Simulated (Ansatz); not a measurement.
**Run report: GaLiH2, single-point calculation**

GaLiH2, computed with RKS PBE-D4/def2-TZVPP (Ansatz 0.2.0).

The geometry comes from this level: PBE0-D4/def2-TZVP.

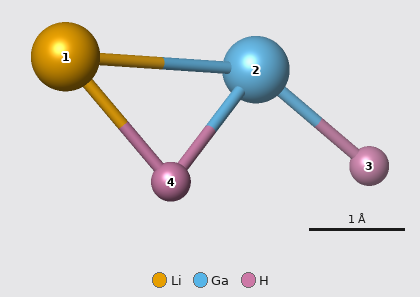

**Figure 1.** The structure as given in the input (ball-and-stick view, seen at a tilt; atoms are numbered from 1 in the order of the input). Sticks mark near contacts.

Key numbers:

| quantity | value |
| --- | --- |
| outcome | converged |
| total energy | −52605.5437 eV |
| mean-field energy | −52605.4958 eV |
| dispersion energy | −0.0479 eV |
| SCF solution under orbital rotations | stable |
| hardware | 2 threads of Arm Neoverse V2, 95 GiB of memory available, shared host |
| wall time | 0.75 s (CPU time 1.3 s) |
| peak memory | 0.1 GiB |

Input file:
```yaml
crystal:
  periodic: [false, false, false]
  atoms:
    - {symbol: Li, position_ang: [-1.912536, 1.670139, -1.261574]}
    - {symbol: Ga, position_ang: [-0.332627, 0.090154, -0.406132]}
    - {symbol: H, position_ang: [-0.216096, -1.431236, 0.119027]}
    - {symbol: H, position_ang: [-2.132355, 0.022991, -0.766521]}
basis:
  gaussian: {orbitals: def2-TZVPP}
hamiltonian: {xc: pbe, dispersion: d4}
```

Launch command:
```bash
ansatz run in.yaml --threads 2 --pin off --events-out ev --progress --plain --max-ram 4352MiB
```

The program's output:
```
Functional definition: PBE
  name "PBE"
  cite "Perdew, Burke & Ernzerhof, Phys. Rev. Lett. 77, 3865 (1996) doi:10.1103/PhysRevLett.77.3865"
  parent pbe
  parameter kappa = 0.804
  parameter beta = 0.06672455060314922
  exchange = pbe_x(kappa = kappa, mu = beta*pi^2/3)
  correlation = pbe_c(beta = beta)
631 factors; their error is unknown
mean field evaluation 1: about -52603.5617 eV, gradient 3.1e1 eV
mean field evaluation 2: about -52603.3344 eV, gradient 4.0e1 eV
mean field evaluation 4: about -52605.5018 eV, gradient 1.5e0 eV
mean field evaluation 8: about -52605.4957 eV, gradient 1.2e-2 eV
mean field -52605.49573046 eV, -1933.2163108086 hartree, gradient 2.0e-5 eV, S^2 0.000000; 0 other end points of the search recorded, 0 dependent functions left out
reference -52605.49576951 eV, -1933.2163122437 hartree; 18, 18 occupied and 77, 77 virtual orbitals, 631 factors
Total energy: -52605.54365861 eV, -1933.2180721358 hartree
```
